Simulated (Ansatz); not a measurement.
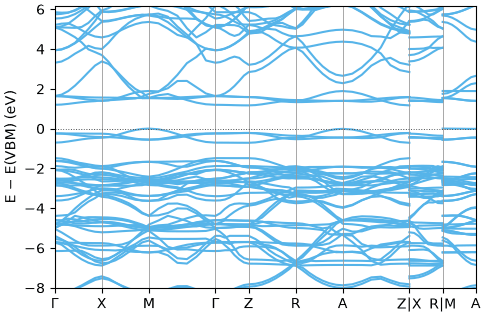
Figure: Band structure from the program Ansatz at the r²SCAN level (PAW)

**Question.** Read off the gap and where the band edges lie.

**Answer.** About 1.2 eV (1.17 eV by a search for the band edges); maximum at M, minimum at Z.

**Question.** Pick the material that matches.
A) TiNi4GeO8, F-43m (Pearson symbol cF56)
B) Ba2InOsO6, Fm-3m (Ba on 8c, In on 4b, Os on 4a, O on 24e)
C) K2NaCuF6, Fm-3m (K on 8c, Na on 4b, Cu on 4a, F on 24e)
D) SnTe, rock salt

**Answer.** B, Ba2InOsO6, Fm-3m (Ba on 8c, In on 4b, Os on 4a, O on 24e)

The first step of the workflow began from a Materials Project structure, measured or hypothetical; the Crystallography Open Database copy checked does not list it. Its standing as an ambient phase is unchecked. The r²SCAN relaxation kept the symmetry of its start, as lowered by the spin order; whether a distortion lowers the energy is not shown. The final state is antiferromagnetic, chosen from 3 collinear starts compared on coarse meshes (ties went to the first, and starts can fall back to one state), not a proven ground state. Other orbital occupations within this spin state were not tried. No Hubbard U is applied. Spin–orbit coupling is left out wherever it is not named.

Potentials: the later of the program's two PAW sets.
